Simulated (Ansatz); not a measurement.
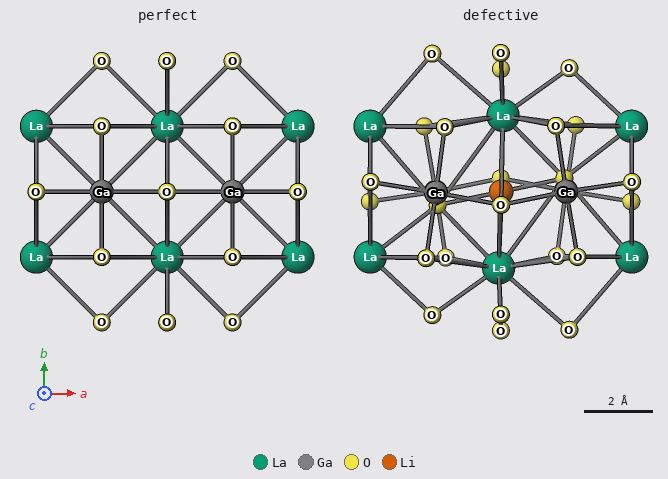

Left: perfect LaGaO₃. Right: the same region with one point defect, after relaxing the atoms in a supercell of 40 sites. A ball-and-stick model of the atoms within 4.6 Å of one point, in a slice 4.2 Å thick across the line of sight, seen along the c axis.

Level of theory: DFT, PBEsol, PAW, plane waves in Ansatz 0.2.0. Settings: plane-wave cutoff 420 eV; k-point mesh 1 × 1 × 1; mesh shifted by (0.25, 0.25, 0.25); no spin polarisation. Fermi-Dirac smearing of 0.01 eV. A uniform background neutralises the charged cell. The axes drawn are those of the host's conventional cell.

What kind of defect was made?

An extra lithium atom is put between the host's atoms (an interstitial).

The charge state of the cell is +1.

How does the lattice respond?

The Li atom starts with 4 O at 1.93 to 1.94 Å, 2 La at 1.93 to 1.94 Å around its place and ends with 4 O at 1.87 to 1.92 Å. Of the host's atoms, an oxygen atom moves furthest from its site, by 0.42 Å.

Limits of the set-up: the periodic images lie only 7.7 Å apart, so the values are limited by the cell's size; the cell is charged, on a uniform background, and energies carry no finite-size correction.
